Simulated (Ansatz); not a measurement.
SnO2: response to strain

Base system: SnO2 in the rutile structure (space group P4_2/mnm, No. 136; a = 4.7599 Å, c = 3.2008 Å). Axes: x, y, z lie along a, b, c of the conventional cell.

Strains are applied to the cell and any free atomic positions relax; under biaxial strain the out-of-plane vector relaxes too.

The values are results of r2SCAN, PAW, 500 eV (Ansatz, a program for electronic structure; no spin-orbit coupling), not measurements.

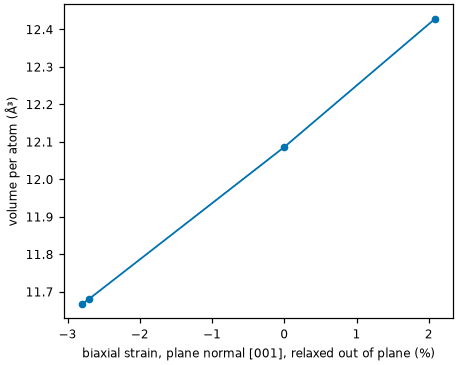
*Volume per atom against biaxial strain, plane normal [001], relaxed out of plane*

Q: From the plot, what is the volume per atom for biaxial strain +2.09 %, plane normal [001], relaxed out of plane?

A: About 12.43 Å³.

Q: Is the trend monotonic over the range shown?

A: Yes, it rises throughout, spanning 11.67 Å³ to 12.43 Å³.

No phonon test of stability was made. The base started in Pnnm and relaxed to P4_2/mnm at this level.
